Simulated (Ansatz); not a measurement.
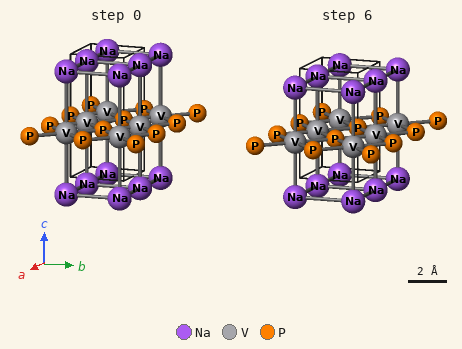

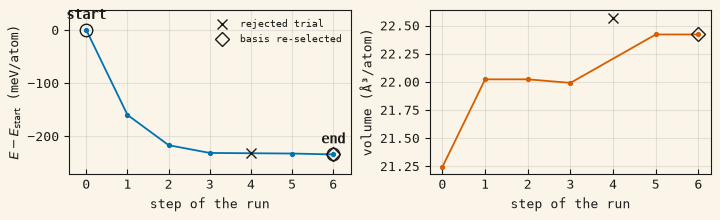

First and last geometry of a relaxation of solid NaVP (a generated structure, set up in P4/mmm) (coarse preliminary run), with the history of the run. Style: ball-and-stick. Shown: the cell of the calculation, repeated 3 × 2 × 1 with one cell outlined, slightly off an axis.

Theory: DFT PBE, scalar-relativistic, plane waves, PAW in Ansatz 0.2.0.

The input:
```yaml
crystal:
  lattice:
    - [3.07125633, 0.0, 0.0]
    - [0.0, 3.07125633, 0.0]
    - [0.0, 0.0, 6.75685935]
  atoms:
    - { symbol: Na, position: [0.5, 0.5, 0.0] }
    - { symbol: V, position: [0.5, 0.5, 0.5], spin: 2.0 }
    - { symbol: P, position: [0.0, 0.0, 0.5] }
basis:
  ecutwfc: 420
kpoints:
  mp_grid: { grid: [6, 6, 4] }
hamiltonian:
  xc: pbe
scf:
  occupations: { method: gaussian, width: 0.1 }
  lower_state_search: "off"
output:
  forces: true
  stress: true
  eigenvalues: true
  populations: true
magnetization:
  spin_polarized: true
relax:
  adjacent_minimum: "off"
  f_tol: 0.04
  max_steps: 70
  cell: { stress_tol: 0.4 }
```

Launched with:
```bash
ansatz run input.yaml --threads 1 --pin off --max-ram 2560MiB --backend cpu --events-out ev --progress --plain --runs-dir out
```

What do the curves and the structures tell?

It converged. After 4 accepted moves (6 points after the start) the energy has fallen by 234 meV per atom. All forces vanish by symmetry, so only the cell relaxes. Pressure: 12.37 GPa at the start and 0.15 GPa at the end. The line search rejected the trial step at point 4 of the run. At 1 point the geometry stayed and the basis and grid were re-selected for the new cell (energy shift of 1.7 meV per atom at most each time). The atoms keep their places relative to the cell (all moves are under 0.005 Å). Cell: a = b 3.071 → 3.347 Å (+9.0 %), c 6.757 → 6.004 Å (−11.1 %). Volume +5.5 %. Among the contacts that change: Na1–V2 3.378 → 3.002 Å, Na1–Na1 3.071 → 3.347 Å, V2–P3 2.172 → 2.367 Å. The space group stays P4/mmm (No. 123). Cost: 20 s on 1 thread of AMD EPYC 9R14 (Zen 4), on a shared host, peak memory 0.44 GiB.
